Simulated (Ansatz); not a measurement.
**Changed inputs in constrained RPA: WCl2 (1T sheet)**

What does U in WCl2 (1T sheet) depend on besides the window?

Main program and level: Ansatz 0.2.0; constrained RPA on PBEsol, plane waves, PAW.

## 1. The structure

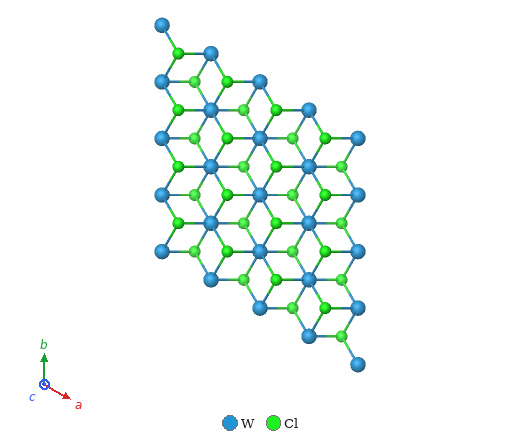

The cell as given, from above (tungsten blue, chlorine green). 4×4×1 cells are drawn. Some periodic images of atoms are drawn too.

The cell holds 3 atoms: 1 W and 2 Cl. Its edges and angles: a = 3.069 Å, b = 3.069 Å, c = 30.112 Å, α = 90.0°, β = 90.0°, γ = 120.0°. Vacuum lies along c.

Structure file:

```cif
data_structure
_symmetry_space_group_name_H-M 'P 1'
_symmetry_Int_Tables_number 1
_cell_length_a 3.0690
_cell_length_b 3.0690
_cell_length_c 30.1118
_cell_angle_alpha 90.000
_cell_angle_beta 90.000
_cell_angle_gamma 120.000
_cell_volume 245.62
loop_
_atom_site_label
_atom_site_type_symbol
_atom_site_fract_x
_atom_site_fract_y
_atom_site_fract_z
_atom_site_occupancy
W1 W 0.00000 0.00000 0.31808 1
Cl2 Cl 0.33333 0.66667 0.37545 1
Cl3 Cl 0.66667 0.33333 0.26071 1
```

The structure was relaxed with PBEsol. The structure was generated from a model, not taken from a measurement. The runs that relaxed it are not among those shown. The program's search for lower electronic states was switched off, so nothing shows that the state found is the lowest. Spin-orbit coupling is left out unless a step names it. The default PAW set here is soft_2. Its files were made with PBE. The Coulomb interaction is cut off across the vacuum.

## 2. Base: W t2g, bands v2 to c1, 6×6×1 mesh, medium accuracy

Constrained RPA screens the interaction with every transition except those inside the target bands, which a later many-body model would treat itself.

Contents of input.yaml:

```yaml
crystal:
  lattice:
    - [0.0, 2.17013465, 2.17013465]
    - [2.17013465, -2.17013465, 0.0]
    - [17.38503569, 17.38503569, -17.38503569]
  atoms:
    - { symbol: W, position: [0.0, 0.0, 0.3180797022] }
    - { symbol: Cl, position: [0.3333333333, 0.6666666667, 0.375446635] }
    - { symbol: Cl, position: [0.6666666667, 0.3333333333, 0.2607127693] }
  periodic: [true, true, false]
kpoints:
  mp_grid: { grid: [12, 12, 1] }
hamiltonian:
  xc: pbesol
scf:
  occupations: { method: gaussian, width: 0.08 }
  n_extra_bands: 19
  max_iter: 150
  lower_state_search: "off"
output:
  crpa:
    kmesh: [6, 6, 1]
    target_bands: [v2, c1]
    projections: [{ species: W, l: d, shell: 5, orbitals: [dxz, dyz, dxy] }]
  local_orbitals:
    kmesh: [12, 12, 1]
    orbitals: [{ species: W, l: d, shell: 5, orbitals: [dxz, dyz, dxy] }]
    window: { bands: [v2, c1] }
    seedname: lo
```

Run with:

```console
> ansatz run input.yaml --threads 8 --pin off --max-ram 14745MiB --backend cpu --events-out ev --progress --plain --runs-dir out
```

Numbers of over 12 decimals in the logs are rounded to 6 here.

The program printed:

```text
scf.n_extra_bands = 19 over 14 filled bands (N_el = 28.0): the run solves 33 bands
Engine: ansatz 0.2.0, aarch64-unknown-linux-gnu
Pseudopotentials: kind: paw
Pseudopotential: W, paw, valence charge 14, recommended cutoff 420 eV (normal), W.paw.azcp
Pseudopotential: Cl, paw, valence charge 7, recommended cutoff 420 eV (normal), Cl.paw.azcp
Functional definition: PBEsol
  exchange = pbesol_x
  correlation = pbesol_c
Crystal: 3 atoms, lattice volume = 245.624 Å³
Basis set: ecut = 420 eV, 4781 PW (Γ)
Bands: 33, of which v1, the nominal top of the filled ones, is band 14 counted from 1 (13 counted from 0)
Symmetry: 12 space group operations
Space group: P-3m1 (ITA 164), of the structure as read, at distance tolerance 6.3e-5 Å
k-points: 19 of 144
Non-local potential: W, projectors of the file, l = 0: 3, l = 1: 2, l = 2: 2, l = 3: 1
Non-local potential: Cl, projectors of the file, l = 0: 2, l = 1: 2, l = 2: 2
PAW form: soft (Blöchl's): semilocal exchange-correlation on the pseudo side does not see the compensation charge
PAW frozen core: W, regenerated for the run's functional, and the local potential with it (the file was generated under x = pbe(κ = 0.804, μ = 0.219515), c = pbe(β = 0.066725))
PAW frozen core: Cl, regenerated for the run's functional, and the local potential with it (the file was generated under x = pbe(κ = 0.804, μ = 0.219515), c = pbe(β = 0.066725))
PAW one-centre angular grid: W, 590 points (default); XC on 64 Gauss nodes
PAW one-centre angular grid: Cl, 110 points (default); XC on 64 Gauss nodes
Initial density: superposition of atomic densities (neutral atoms: chi_scale 0, normalization atom), corrected by the library's trained network
Initial wavefunctions: pseudopotential atomic-orbital guess
Functional: x = pbesol(κ = 0.804, μ = 0.123457), c = pbesol(β = 0.046)
SCF iter   1: F=—  HF=-12379.008820 eV  |F-HF|=—  |Δ(HF+E_count)|=         —  Δρ=5.92e-3  dr2=4.60e-1  ethr=1.77e-3  ⟨swp⟩=13.1  Hψ=5593  notcnv=0  defer=119
preconditioner: auto → LDOS  [insulator: Δε(μ)=0.160 eV  Ē_g=15.384 eV  σ=0.080 eV  W_gap=0.68  n_scr=18 (ndim 8)  ℏωp=10.6 eV  f_vac=0.754  D(μ)=1.29/eV (n_scr^D=8)  ε∞_Penn≈1.5  β→1.0]
SCF iter   2: F=—  HF=-12379.000422 eV  |F-HF|=—  |Δ(HF+E_count)|=   8.40e-3  Δρ=6.59e-3  dr2=3.51e-1  ethr=1.64e-3  ⟨swp⟩=3.6  Hψ=1078  notcnv=0  defer=259
SCF iter   3: F=—  HF=-12378.926364 eV  |F-HF|=—  |Δ(HF+E_count)|=   7.41e-2  Δρ=8.78e-4  dr2=1.25e-3  ethr=1.25e-3  ⟨swp⟩=3.0  Hψ=726  notcnv=0  defer=259
SCF iter   4: F=—  HF=-12378.927340 eV  |F-HF|=—  |Δ(HF+E_count)|=   9.76e-4  Δρ=2.99e-4  dr2=1.93e-4  ethr=4.45e-6  ⟨swp⟩=3.9  Hψ=1347  notcnv=0  defer=256
SCF iter   5: F=—  HF=-12378.927306 eV  |F-HF|=—  |Δ(HF+E_count)|=   3.34e-5  Δρ=7.81e-5  dr2=9.76e-6  ethr=6.89e-7  ⟨swp⟩=3.3  Hψ=723  notcnv=0  defer=256
SCF iter   6: F=—  HF=-12378.927310 eV  |F-HF|=—  |Δ(HF+E_count)|=   3.61e-6  Δρ=1.81e-5  dr2=7.32e-7  ethr=3.49e-8  ⟨swp⟩=3.2  Hψ=815  notcnv=0  defer=256
SCF iter   7: F=-12378.927310 eV  HF=-12378.927310 eV  |F-HF|=6.56e-8  |Δ(HF+E_count)|=   3.76e-7  Δρ=5.56e-6  dr2=5.14e-8  ethr=3.57e-10  ⟨swp⟩=20.5  Hψ=5964  notcnv=0
SCF 1 converged in 7 iterations: F = -12378.927310 eV  dr2 = 5.14e-8
[...]
NSCF: frozen V_eff on 22 k-points
NSCF: frozen V_eff on 7 k-points
[...]
cRPA screening: q 1/36
cRPA screening: q 2/36
cRPA screening: q 8/36 (q-point 3)
cRPA screening: q 14/36 (q-point 4)
cRPA screening: q 17/36 (q-point 8)
cRPA screening: q 23/36 (q-point 9)
cRPA screening: q 35/36 (q-point 15)
SCF converged after 7 iterations
Free energy (F): -12378.927310 eV
Harris-Foulkes:  -12378.927310 eV  (|F-HF|=6.56e-8)
Internal energy: -12378.923770 eV  (E = F + TS)
E sigma→0 (E₀):  -12378.925540 eV
Entropy (-TS):   -0.003540 eV (-1.180 meV/atom)
Fermi energy:    -3.310786 eV
--- Per-component energies (eV) ---
  E_band       = -644.176682
  E_kinetic    = 777.089673
  E_local      = -53458.468063  (includes V_loc(G=0)·N_el)
  E_nonlocal   = 62.583002
  E_hartree    = 26289.640335
  E_xc         = -477.475121
  E_vxc        = -481.938855  (∫ρ·V_xc dr)
  E_paw        = -9720.242496  (= ΣΔE_a)
  E_vpaw       = -122.727206  (= ΣTr[D̂ρ^β])
  E_aug_tail   = 0.000127  (compensation charges beyond the density's cutoff)
  E_ewald      = 24147.570117
  E_core_change = 0.378656  (= ΣΔE_core)
  E_smearing   = -0.003540  (= −TS)
  E_closure    = -0.000000  (closes the sum)
  Σ components = -12378.927310   (vs F -12378.927310, Δ=0.00e0)
--- Band table (eV; the first three rows and the last of 19) ---
  k-point 0: bands = [... 10 lower, -7.1961, -7.1961, -6.5558, -4.4849, -4.4849, -2.4631, -2.4631, -1.2168, ... 15 higher]
  k-point 1: bands = [... 10 lower, -7.8266, -7.3686, -6.3983, -4.5875, -4.2981, -2.5750, -2.4066, -0.9104, ... 15 higher]
  k-point 2: bands = [... 10 lower, -8.7586, -7.7131, -6.2209, -4.7733, -3.8319, -2.6229, -2.2547, -0.3009, ... 15 higher]
  k-point 18: bands = [... 10 lower, -10.1989, -10.1989, -4.3461, -4.3461, -2.5561, -1.4971, -1.4971, 0.5958, ... 15 higher]
  the weakly bound empty levels are not read free of the cell's end (no_gap_told)
--- cRPA (band scheme, projected local orbitals): target bands 13..15 (1-based), 3 Wannier function(s), 6×6×1 mesh, 30 bands' worth read of 35 solved, ecut_chi 136.0 eV, v(q+G=0) probe_charge, pair densities all_electron ---
  χ-basis size per q: N_G = 831..908
  window electrons = 4.0000, filled by tetrahedron_uncorrected; constrained ε̄⁻¹(q = 0, 0) head = 0.615403; min gauge Gram eig = 0.2669
  Kanamori averages over each shell's own Wannier functions (sites counted from 0, functions from 1):
    Site 0, 5D, 3 of 5 d orbitals (Wannier functions 1, 2, 3; wannier90's mr 2, 3, 5):
      screened: U = 2.3814 eV, U' = 1.9606 eV, J = 0.1788 eV
      screened, to within: U = 5.2e-3 eV, U' = 5.2e-3 eV, J = 4.3e-4 eV
      bare: V = 8.5841 eV, V' = 7.9247 eV, J = 0.2762 eV
  Hermiticity witness max|P − P†| over intra, direct and exchange elements: 5.33e-15 eV (screened), 1.98e-17 eV (bare)
  Reality witness max|Im| over intra, direct and exchange elements: 1.07e-16 eV (screened), 5.97e-17 eV (bare)
```

The job ended after 26 s (8 threads of Arm Neoverse V2, shared host; peak memory 2.2 GiB).

Reading the cycles: dr2 is the Hartree energy of the density residual (eV), the measure of convergence; HF is the Harris–Foulkes estimate of the energy, which meets the free energy F at convergence.

This step gave:

| Item | Value |
| --- | --- |
| U | 2.381 eV |
| U prime (inter-orbital) | 1.961 eV |
| J | 0.1788 eV |
| bare V | 8.584 eV |
| bare J | 0.2762 eV |
| stated bound on U | 0.005101 eV |
| U over bare V | 0.2774 |
| electrons in the window | 4.000 |
| head of the constrained inverse dielectric matrix | 0.6154 |
| least eigenvalue of the projection's overlap | 0.2669 |
| target functions | 3 |
| bands in the sums | 30 |
| r.m.s. miss of the model bands | 0.01035 eV |
| width of the target bands | 5.331 eV |
| weight of the projected orbitals in the window | 0.7688 |

On the W t2g shell, screening brings the on-site interaction from 8.6 eV down to U = 2.38 eV.

## 3. Changed: 9×9×1 mesh

input.yaml: that of step 2 with these lines changed.

```diff
@@ -21,9 +21,4 @@
   crpa:
-    kmesh: [6, 6, 1]
+    kmesh: [9, 9, 1]
     target_bands: [v2, c1]
     projections: [{ species: W, l: d, shell: 5, orbitals: [dxz, dyz, dxy] }]
-  local_orbitals:
-    kmesh: [12, 12, 1]
-    orbitals: [{ species: W, l: d, shell: 5, orbitals: [dxz, dyz, dxy] }]
-    window: { bands: [v2, c1] }
-    seedname: lo
```

The program printed:

```text
[...]
Crystal: 3 atoms, lattice volume = 245.624 Å³
Basis set: ecut = 420 eV, 4781 PW (Γ)
Bands: 33, of which v1, the nominal top of the filled ones, is band 14 counted from 1 (13 counted from 0)
[... 1 set-up line as in the run before ...]
[...]
k-points: 19 of 144
[...]
SCF iter   1: F=—  HF=-12379.008820 eV  |F-HF|=—  |Δ(HF+E_count)|=         —  Δρ=5.92e-3  dr2=4.60e-1  ethr=1.77e-3  ⟨swp⟩=13.1  Hψ=5593  notcnv=0  defer=119
[...]
SCF iter   7: F=-12378.927310 eV  HF=-12378.927310 eV  |F-HF|=6.56e-8  |Δ(HF+E_count)|=   3.76e-7  Δρ=5.56e-6  dr2=5.14e-8  ethr=3.57e-10  ⟨swp⟩=20.5  Hψ=5964  notcnv=0
SCF 1 converged in 7 iterations: F = -12378.927310 eV  dr2 = 5.14e-8
[...]
NSCF: frozen V_eff on 12 k-points
[...]
cRPA screening: q 1/81
cRPA screening: q 2/81
cRPA screening: q 8/81 (q-point 3)
cRPA screening: q 14/81 (q-point 4)
cRPA screening: q 20/81 (q-point 5)
[...]
Internal energy: -12378.923770 eV  (E = F + TS)
E sigma→0 (E₀):  -12378.925540 eV
Entropy (-TS):   -0.003540 eV (-1.180 meV/atom)
Fermi energy:    -3.310786 eV
[...]
--- Band table (eV; the first three rows and the last of 19) ---
  k-point 0: bands = [... 10 lower, -7.1961, -7.1961, -6.5558, -4.4849, -4.4849, -2.4631, -2.4631, -1.2168, ... 15 higher]
  k-point 1: bands = [... 10 lower, -7.8266, -7.3686, -6.3983, -4.5875, -4.2981, -2.5750, -2.4066, -0.9104, ... 15 higher]
  k-point 2: bands = [... 10 lower, -8.7586, -7.7131, -6.2209, -4.7733, -3.8319, -2.6229, -2.2547, -0.3009, ... 15 higher]
  k-point 18: bands = [... 10 lower, -10.1989, -10.1989, -4.3461, -4.3461, -2.5561, -1.4971, -1.4971, 0.5958, ... 15 higher]
  the weakly bound empty levels are not read free of the cell's end (no_gap_told)
[...]
χ-basis size per q: N_G = 825..907
[...]
Site 0, 5D, 3 of 5 d orbitals (Wannier functions 1, 2, 3; wannier90's mr 2, 3, 5):
      screened: U = 2.2919 eV, U' = 1.8726 eV, J = 0.1775 eV
      screened, to within: U = 5.0e-3 eV, U' = 5.0e-3 eV, J = 4.3e-4 eV
      bare: V = 8.5225 eV, V' = 7.8659 eV, J = 0.2738 eV
[...]
[key lines of the parts left out:]
SCF converged after 7 iterations
Free energy (F): -12378.927310 eV
```

Wall time 73 s (8 threads); peak memory 2.4 GiB; 9.1 min of CPU time.

This step gave:

- U: 2.292 eV
- U prime (inter-orbital): 1.873 eV
- J: 0.1775 eV
- bare V: 8.523 eV
- bare J: 0.2738 eV
- stated bound on U: 0.004956 eV
- U over bare V: 0.2689
- electrons in the window: 4.000
- head of the constrained inverse dielectric matrix: 0.6310
- least eigenvalue of the projection's overlap: 0.2116
- target functions: 3
- bands in the sums: 30
- width of the target bands: 5.331 eV
- weight of the projected orbitals in the window: 0.7688

On the W t2g shell, screening brings the on-site interaction from 8.5 eV down to U = 2.29 eV.

## 4. Changed: sums over states

input.yaml: that of step 3 with these lines changed.

```diff
@@ -21,4 +21,7 @@
   crpa:
-    kmesh: [9, 9, 1]
+    kmesh: [6, 6, 1]
     target_bands: [v2, c1]
     projections: [{ species: W, l: d, shell: 5, orbitals: [dxz, dyz, dxy] }]
+    accuracy: sum_over_states
+    n_empty_bands: 28
+    ecut_chi: 250
```

The program printed:

```text
[...]
Crystal: 3 atoms, lattice volume = 245.624 Å³
Basis set: ecut = 420 eV, 4781 PW (Γ)
Bands: 33, of which v1, the nominal top of the filled ones, is band 14 counted from 1 (13 counted from 0)
[... 1 set-up line as in the run before ...]
[...]
k-points: 19 of 144
[...]
χ-basis size per q: N_G = 2117..2232
[...]
U and J over all bands: no bound (output.crpa.accuracy: sum_over_states); those below are of the sums over the bands read on the sphere of ecut_chi, with what the atoms add
[...]
Site 0, 5D, 3 of 5 d orbitals (Wannier functions 1, 2, 3; wannier90's mr 2, 3, 5):
      screened: U = 2.4741 eV, U' = 1.9895 eV, J = 0.2034 eV
      bare: V = 8.5841 eV, V' = 7.9247 eV, J = 0.2762 eV
[...]
[key lines of the parts left out:]
SCF converged after 7 iterations
Free energy (F): -12378.927310 eV
Fermi energy:    -3.310786 eV
```

The job ended after 11 s (8 threads; peak memory 0.92 GiB; 71 s of CPU time).

This variant gives U = 2.47 eV against 2.38 eV. It is a finite sum over empty states with no bound on its error and stays out of the table below.

## 5. Changed: accuracy low

input.yaml: that of step 4 with these lines changed.

```diff
@@ -24,4 +24,2 @@
     projections: [{ species: W, l: d, shell: 5, orbitals: [dxz, dyz, dxy] }]
-    accuracy: sum_over_states
-    n_empty_bands: 28
-    ecut_chi: 250
+    accuracy: low
```

The program printed:

```text
[...]
Crystal: 3 atoms, lattice volume = 245.624 Å³
Basis set: ecut = 420 eV, 4781 PW (Γ)
Bands: 33, of which v1, the nominal top of the filled ones, is band 14 counted from 1 (13 counted from 0)
[... 1 set-up line as in the run before ...]
[...]
k-points: 19 of 144
[...]
the weakly bound empty levels are not read free of the cell's end (no_gap_told)
[...]
χ-basis size per q: N_G = 831..908
[...]
Site 0, 5D, 3 of 5 d orbitals (Wannier functions 1, 2, 3; wannier90's mr 2, 3, 5):
      screened: U = 2.3731 eV, U' = 1.9548 eV, J = 0.1779 eV
      screened, to within: U = 6.9e-2 eV, U' = 6.9e-2 eV, J = 4.0e-3 eV
      bare: V = 8.5841 eV, V' = 7.9247 eV, J = 0.2762 eV
[...]
[key lines of the parts left out:]
SCF converged after 7 iterations
Free energy (F): -12378.927310 eV
Fermi energy:    -3.310786 eV
```

Elapsed: 18 s, on 8 threads; peak memory 2.2 GiB; 2.1 min of CPU time.

This step gave:

```yaml
u: 2.373 eV
u_prime_inter_orbital: 1.955 eV
j: 0.1779 eV
bare_v: 8.584 eV
bare_j: 0.2762 eV
stated_bound_on_u: 0.06839 eV
u_over_bare_v: 0.2764
electrons_in_the_window: 4.000
head_of_the_constrained_inverse_dielectric_matrix: 0.6151
least_eigenvalue_of_the_projection_s_overlap: 0.2669
target_functions: 3
bands_in_the_sums: 30
width_of_the_target_bands: 5.331 eV
weight_of_the_projected_orbitals_in_the_window: 0.7688
```

On the W t2g shell, screening brings the on-site interaction from 8.6 eV down to U = 2.37 eV.

## 6. Changed: one k-point

input.yaml: that of step 5 with these lines changed.

```diff
@@ -21,5 +21,4 @@
   crpa:
-    kmesh: [6, 6, 1]
+    kmesh: [1, 1, 1]
     target_bands: [v2, c1]
     projections: [{ species: W, l: d, shell: 5, orbitals: [dxz, dyz, dxy] }]
-    accuracy: low
```

The program printed:

```text
[...]
Crystal: 3 atoms, lattice volume = 245.624 Å³
Basis set: ecut = 420 eV, 4781 PW (Γ)
Bands: 33, of which v1, the nominal top of the filled ones, is band 14 counted from 1 (13 counted from 0)
[... 1 set-up line as in the run before ...]
[...]
k-points: 19 of 144
[...]
the weakly bound empty levels are not read free of the cell's end (no_gap_told)
[...]
χ-basis size per q: N_G = 831..831
[...]
Site 0, 5D, 3 of 5 d orbitals (Wannier functions 1, 2, 3; wannier90's mr 2, 3, 5):
      screened: U = 2.2164 eV, U' = 1.4153 eV, J = 0.2680 eV
      screened, to within: U = 6.8e-3 eV, U' = 6.8e-3 eV, J = 1.3e-3 eV
      bare: V = 13.5417 eV, V' = 12.4446 eV, J = 0.4211 eV
[...]
[key lines of the parts left out:]
SCF converged after 7 iterations
Free energy (F): -12378.927310 eV
Fermi energy:    -3.310786 eV
```

Run time: 5.3 s. Hardware: 8 threads; peak memory 1.3 GiB.

The run ended normally, though the input holds a fault or crude settings.

The fault put into this input: one k-point. It printed U = 2.22 eV, which is no property of the model meant.

## 7. Changed: strain -1.5%

The cell differs from the one that the last finished run ended in (a 3.069 → 3.023 Å, b 3.069 → 3.023 Å).

input.yaml, the sections that differ from step 6:

```yaml
crystal:
  lattice:
    - [0.0, 2.1375826302, 2.1375826302]
    - [2.1375826302, -2.1375826302, 0.0]
    - [17.38503569, 17.38503569, -17.38503569]
  atoms:
    - { symbol: W, position: [0.0, 0.0, 0.3180797022] }
    - { symbol: Cl, position: [0.3333333333, 0.6666666667, 0.375446635] }
    - { symbol: Cl, position: [0.6666666667, 0.3333333333, 0.2607127693] }
  periodic: [true, true, false]
output:
  crpa:
    kmesh: [6, 6, 1]
    target_bands: [v2, c1]
    projections: [{ species: W, l: d, shell: 5, orbitals: [dxz, dyz, dxy] }]
  local_orbitals:
    kmesh: [12, 12, 1]
    orbitals: [{ species: W, l: d, shell: 5, orbitals: [dxz, dyz, dxy] }]
    window: { bands: [v2, c1] }
    seedname: lo
# kpoints, hamiltonian, scf: as in step 6
```

The program printed:

```text
[...]
Crystal: 3 atoms, lattice volume = 238.310 Å³
Basis set: ecut = 420 eV, 4589 PW (Γ)
Bands: 33, of which v1, the nominal top of the filled ones, is band 14 counted from 1 (13 counted from 0)
[... 1 set-up line as in the run before ...]
[...]
k-points: 19 of 144
[...]
the weakly bound empty levels are not read free of the cell's end (no_gap_told)
[...]
χ-basis size per q: N_G = 821..878
[...]
Site 0, 5D, 3 of 5 d orbitals (Wannier functions 1, 2, 3; wannier90's mr 2, 3, 5):
      screened: U = 2.3443 eV, U' = 1.9328 eV, J = 0.1737 eV
      screened, to within: U = 5.0e-3 eV, U' = 5.0e-3 eV, J = 4.3e-4 eV
      bare: V = 8.4712 eV, V' = 7.8207 eV, J = 0.2676 eV
[...]
[key lines of the parts left out:]
SCF converged after 8 iterations
Free energy (F): -12378.907891 eV
Fermi energy:    -3.191209 eV
```

Elapsed: 30 s, on 8 threads; peak memory 2.2 GiB; 3.6 min of CPU time.

This step gave:

```
U                                                 : 2.344 eV
U prime (inter-orbital)                           : 1.933 eV
J                                                 : 0.1737 eV
bare V                                            : 8.471 eV
bare J                                            : 0.2676 eV
stated bound on U                                 : 0.004962 eV
U over bare V                                     : 0.2767
electrons in the window                           : 4.000
head of the constrained inverse dielectric matrix : 0.6087
least eigenvalue of the projection's overlap      : 0.2483
target functions                                  : 3
bands in the sums                                 : 30
r.m.s. miss of the model bands                    : 0.01299 eV
width of the target bands                         : 5.599 eV
weight of the projected orbitals in the window    : 0.7561
```

On the W t2g shell, screening brings the on-site interaction from 8.5 eV down to U = 2.34 eV.

## 8. Side by side

Times are wall times on 8 threads of Arm Neoverse V2, shared host, good to a factor of about two.

```csv
run,bare V (eV),U (eV),J (eV),bound on U (eV),width (eV),time
target window,8.58,2.381,0.179,0.0051,5.33,26 s
9×9×1 mesh,8.52,2.292,0.177,0.0050,5.33,73 s
accuracy low,8.58,2.373,0.178,0.0684,5.33,18 s
strain -1.5%,8.47,2.344,0.174,0.0050,5.60,30 s
```

## 9. Outcome

```json
{
  "target window": "U 2.38 eV, J 0.18 eV",
  "9×9×1 mesh": "U 2.29 eV, J 0.18 eV",
  "accuracy low": "U 2.37 eV, J 0.18 eV",
  "strain -1.5%": "U 2.34 eV, J 0.17 eV"
}
```

What this shows: 9×9×1 mesh moves U by −0.09 eV at 2.8 times the time. Accuracy low moves U by −0.01 eV (within the solver's bounds, for the mean over orbitals). Strain -1.5% moves U by −0.04 eV. The printed bound covers the solver alone, not the mesh. The parent state is non-magnetic and the interaction static (zero frequency); U depends on the window and the orbitals, so it belongs to this model alone. Spin-orbit coupling, which is strong for atoms this heavy, is left out.

[Paths, hosts, dates, memory and timing lines, banners, echoed tables and standing remarks are left out of the program output.]

[Logs are printed without paths, hosts, clocks, repeated set-up lines and the standing remarks that a program may print on its own settings, such as how far it seeks lower states.]

[Runs of the session that timed out or met a known fault of the program may be left out.]

[Hosts, paths, dates, database ids (printed as entryN), source tags and the programs' standing remarks are cut or masked in the printed files.]
